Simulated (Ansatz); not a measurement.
**Run report: C2H2F3I (charge +1), single-point calculation**

C2H2F3I, charge +1, multiplicity 2, set up with UKS B2PLYP/ANO-RCC-VTZP (Ansatz 0.2.0).

The geometry comes from this level: PBE0-D4/def2-TZVP.

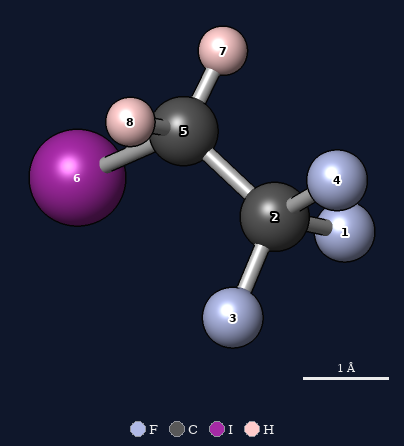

**Figure 1.** The input geometry (ball-and-stick view, seen at a tilt; atoms are numbered from 1 in the order of the input). Bond lengths as drawn: C–C 1.51 Å, C–F 1.33 to 1.34 Å, C–H 1.09 Å and C–I 2.12 Å.

## Input
```yaml
crystal:
  periodic: [false, false, false]
  atoms:
    - {symbol: F, position_ang: [-0.628145, -1.042377, 1.244164]}
    - {symbol: C, position_ang: [0.243812, -0.664083, 0.309135]}
    - {symbol: F, position_ang: [1.417352, -0.449512, 0.904499]}
    - {symbol: D, position_ang: [0.404417, -1.699597, -0.531121]}
    - {symbol: C, position_ang: [-0.232908, 0.530976, -0.475789]}
    - {symbol: I, position_ang: [-0.533089, 2.255324, 0.725806]}
    - {symbol: H, position_ang: [-1.181730, 0.289440, -0.947835]}
    - {symbol: H, position_ang: [0.510312, 0.779830, -1.228866]}
basis:
  gaussian: {orbitals: ANO-RCC-VTZP, final_grid: {core_spheres: 20, valence_spheres: 16, degree: 47}}
total_charge: 1
magnetization: {spin_polarized: true, initial_magnetization: 1}
hamiltonian: {xc: {name: B2PLYP}}
```

Machine: 4 threads of Arm Neoverse V2, 23 GiB of memory available, shared host.

Run as:
```bash
ansatz run in.yaml --threads 4 --pin off --events-out ev --progress --plain --max-ram 10444MiB
```

## The program's output
```
Error: YAML parse error: error: line 7 column 16: `D` is not an element symbol (H … Og, case-exact)
 --> <input>:7:16
  |
5 |     - {symbol: C, position_ang: [0.243812, -0.664083, 0.309135]}
6 |     - {symbol: F, position_ang: [1.417352, -0.449512, 0.904499]}
7 |     - {symbol: D, position_ang: [0.404417, -1.699597, -0.531121]}
  |                ^ `D` is not an element symbol (H … Og, case-exact)
8 |     - {symbol: C, position_ang: [-0.232908, 0.530976, -0.475789]}
9 |     - {symbol: I, position_ang: [-0.533089, 2.255324, 0.725806]}
  |
```

## Outcome

```csv
quantity,value
outcome,refused by the program
```

## Diagnosis

The input was spoiled on purpose: the basis or potentials don't cover an element or don't fit the Hamiltonian. The program refused the input: “YAML parse error: error: line 7 column 16: `D` is not an element symbol (H … Og, case-exact) --> <input>:7:16 | 5 | - {symbol: C, position_ang: [0.243812, -0.664083, 0.309135]} 6 | - {symbol: F, position_ang: [1.417352, -0.449512, 0.904499]} 7 | - {symbol: D, position_ang: [0.404417, -1.699597, -0.531121]} | ^ `D` is …”
